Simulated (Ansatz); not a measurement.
**Map of one atom of the cell for ScAl3 (Cu3Au type)**

ScAl3 (Cu3Au type)

```xyz
4
Lattice="4.0858 0.0000 0.0000 0.0000 4.0858 0.0000 0.0000 0.0000 4.0858" Properties=species:S:1:pos:R:3 pbc="T T T"
Al     0.0000     2.0429     2.0429
Al     2.0429     2.0429     0.0000
Al     2.0429     0.0000     2.0429
Sc     0.0000     0.0000     0.0000
```

In this cell atom 3 (Al, nearest neighbour Al at 2.889 Å; its periodic images, 4.1 Å or more away, move with it) is moved by u·(0.707, 0.707, 0.000) + v·(0.000, 0.000, 1.000); the rest is frozen.

Calculation: r2SCAN (plane waves to 500 eV, PAW, scalar-relativistic; Ansatz, a first-principles code). k mesh 9×9×9 (Γ-centred), Fermi-Dirac smearing 0.05 eV. E stands for the smeared free energy. With partly filled bands, energies and forces of such displacements shift with the k mesh and the smearing. Fu and Fv are the components of the force on the atom. ScAl3 is run without spin polarisation. ScAl3 was relaxed with its symmetry unable to fall. The zero of ΔE is the undisplaced structure. Axes are in Å.

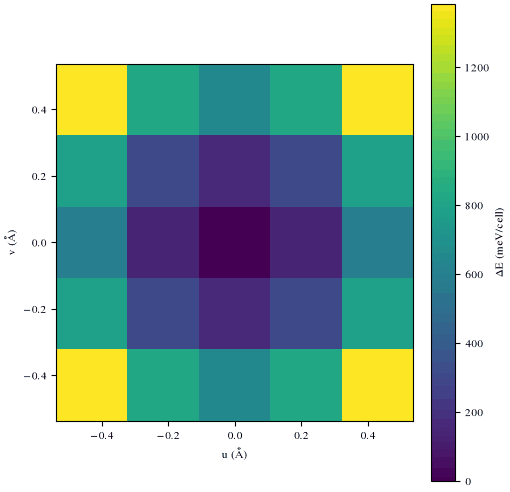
Figure: ΔE (meV/cell) over the 5×5 grid of computed points.

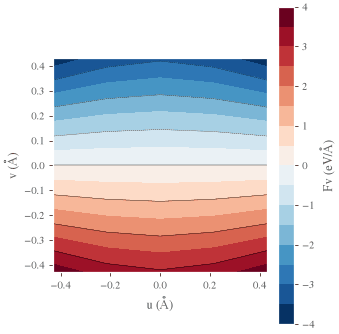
Figure: Fv (eV/Å) over the 5×5 grid of computed points.

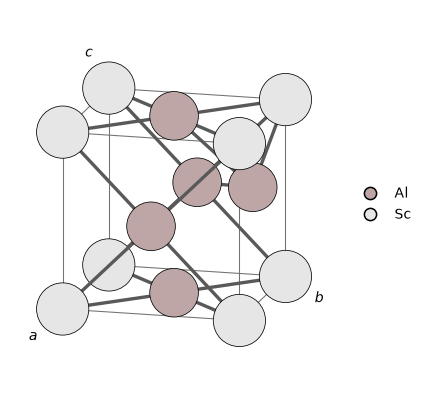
*The cell of the calculation at u = -0.430 Å, v = 0.430 Å.*

Principal force constants in the plane (five-point differences of the forces): 5.9 and 6.8 eV/Å². Highest place on the grid, met at several equal points: u = -0.430 Å, v = -0.430 Å; u = 0.430 Å, v = -0.430 Å; u = -0.430 Å, v = 0.430 Å; u = 0.430 Å, v = 0.430 Å (1384 meV/cell). Lowest place on the grid: u = 0.000 Å, v = 0.000 Å (0 meV/cell). Centre of the map: a minimum.

(For displaced atoms, the force is minus the slope of the energy, and its curvature is a force constant, which sets phonon frequencies.)
